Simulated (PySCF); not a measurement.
Run report: C₅H₃BF₃N, excited-state calculation

The run: excited-state calculation of C₅H₃BF₃N. Method and program: TDDFT CAM-B3LYP/def2-SVPD, vertical, gas phase, core orbitals frozen in the response (PySCF 2.14.0).

The geometry comes from this level: GFN2-xTB. It belongs to a series of runs on one base structure; here: H on C replaced by CH2CN.

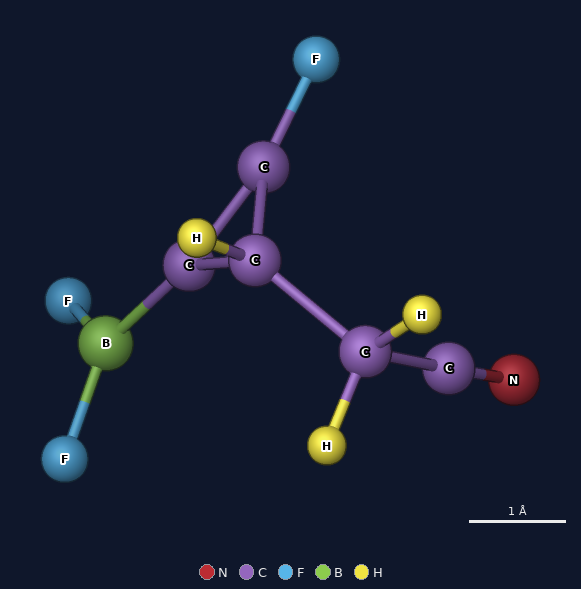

Fig. 1: The structure as given in the input (ball-and-stick view, seen at a tilt). Bond lengths as drawn: B–C 1.52 Å, B–F 1.32 Å, C–C 1.31 to 1.54 Å, C–F 1.30 Å, C–H 1.09 Å and C–N 1.14 Å.

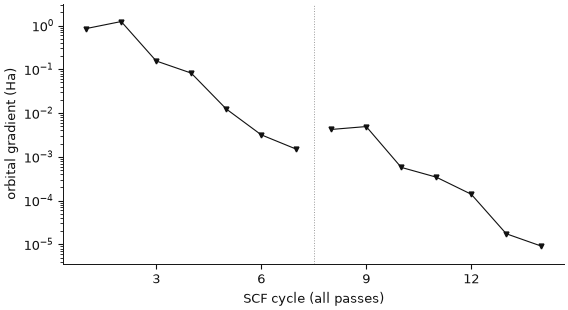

Fig. 2: Convergence of the self-consistent field: orbital gradient against the SCF cycle. The dotted line marks the change from a coarse to the final integration grid. The first 7 cycles use a coarse grid, the final grid takes over at cycle 8, and the field converges after 14 cycles in all.

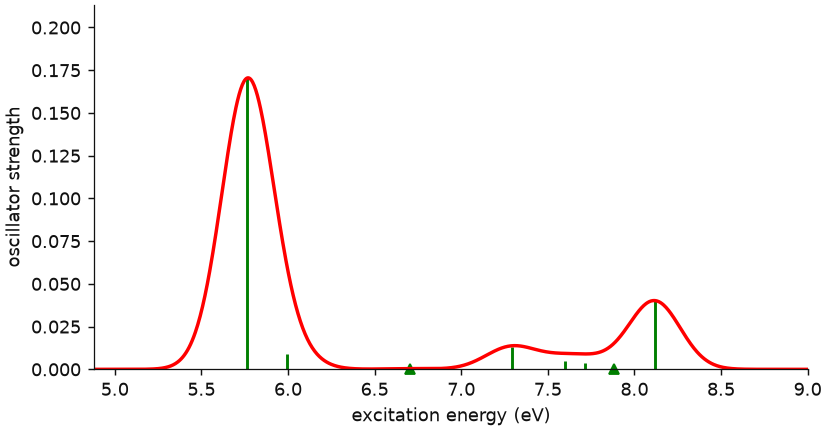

Fig. 3: Computed excitations as sticks (degenerate states added up, dark ones marked on the axis), with a Gaussian envelope of 0.35 eV full width at half maximum, scaled to the tallest. Of the 8 states the lowest lies at 5.77 eV (f = 0.171); the strongest line is at 5.77 eV, or 215 nm (f = 0.171).

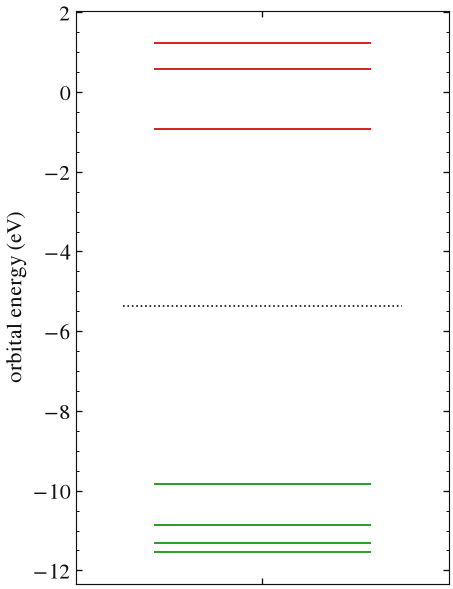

Fig. 4: Orbital energies near the frontier; the dotted line parts filled from empty levels, and levels within 0.02 eV of each other stand side by side. Highest filled −9.82 eV, lowest empty −0.94 eV, 8.88 eV apart.

These pictures come from the run below.

Input
```
{"job": {"kind": "uv", "xc": "CAM-B3LYP", "basis": "def2-SVPD", "nstates": 8, "ntriplets": 3}, "charge": 0, "multiplicity": 1}
N     -1.823371    -1.794836     1.079291
C     -1.652468    -1.023419     0.254492
C     -1.424683    -0.032231    -0.767428
C     -0.256686     0.880350    -0.408270
C      0.192416     1.043161     0.984274
F     -0.109433     1.585768     2.130569
C      1.000842     0.298157     0.267697
B      2.211042    -0.609602     0.105877
F      3.112618    -0.773557     1.049095
F      2.431326    -1.284557    -1.004150
H     -2.339876     0.554763    -0.893161
H     -1.212776    -0.547276    -1.709607
H     -0.133339     1.703766    -1.106407
```

The first line tells a small driver script what to run in PySCF; the rest is the geometry in Å.

Run as:
```bash
OMP_NUM_THREADS=1 python <driver script> task.json out
```

What the program printed
```
coarse grid: 12696 points
cycle   1  E = -570.6327979496  dE =  1.879e+00  |g| = 8.538e-01  |ddm| = 6.109e+00
cycle   2  E = -570.5022126509  dE =  1.306e-01  |g| = 1.236e+00  |ddm| = 2.304e+00
cycle   3  E = -570.7838348070  dE = -2.816e-01  |g| = 1.550e-01  |ddm| = 1.449e+00
cycle   4  E = -570.7875685474  dE = -3.734e-03  |g| = 8.196e-02  |ddm| = 2.491e-01
cycle   5  E = -570.7889046041  dE = -1.336e-03  |g| = 1.242e-02  |ddm| = 1.188e-01
cycle   6  E = -570.7889390214  dE = -3.442e-05  |g| = 3.184e-03  |ddm| = 2.993e-02
cycle   7  E = -570.7889415151  dE = -2.494e-06  |g| = 1.499e-03  |ddm| = 8.207e-03
final grid: 129168 points
cycle   8  E = -570.8735106618  dE = -5.344e-05  |g| = 4.222e-03  |ddm| = 8.602e-02
cycle   9  E = -570.8735098739  dE =  7.880e-07  |g| = 4.916e-03  |ddm| = 1.379e-02
cycle  10  E = -570.8735143706  dE = -4.497e-06  |g| = 5.734e-04  |ddm| = 5.998e-03
cycle  11  E = -570.8735144153  dE = -4.465e-08  |g| = 3.432e-04  |ddm| = 1.164e-03
cycle  12  E = -570.8735144358  dE = -2.052e-08  |g| = 1.395e-04  |ddm| = 5.337e-04
cycle  13  E = -570.8735144400  dE = -4.221e-09  |g| = 1.744e-05  |ddm| = 1.751e-04
cycle  14  E = -570.8735144401  dE = -1.205e-10  |g| = 9.117e-06  |ddm| = 6.136e-05
converged SCF energy = -570.8735144401

Static polarisability (au): isotropic 70.959, principal 65.363 69.797 77.718

Singlet excitations
state   eV       nm        f      main configurations
  1   5.7657    215.0   0.17053   H->L 0.93
  2   5.9963    206.8   0.00909   H-1->L 0.74, H-3->L 0.19
  3   6.7062    184.9   0.00042   H-5->L 0.52, H-2->L 0.29, H-4->L 0.10
  4   7.2905    170.1   0.01335   H->L+1 0.86
  5   7.5967    163.2   0.00486   H-2->L 0.48, H-5->L 0.14, H-2->L+5 0.12
  6   7.7154    160.7   0.00383   H-3->L 0.62, H-1->L 0.17
  7   7.8827    157.3   0.00092   H-3->L+6 0.15, H-1->L+1 0.15, H-1->L+6 0.11
  8   8.1161    152.8   0.04051   H->L+2 0.57, H->L+4 0.10

Triplet excitations (Tamm-Dancoff, eV): 3.7098 5.5216 6.3980
```

Results in brief

- outcome: converged
- total energy: −570.873514 hartree
- HOMO: −9.82 eV
- LUMO: −0.94 eV
- dipole moment: 4.65 D
- mean polarisability: 70.96 a.u.
- lowest singlet excitation: 5.77 eV
- hardware: 1 CPU thread, shared host
- wall time: 2.1 min
- peak memory: 1 GiB
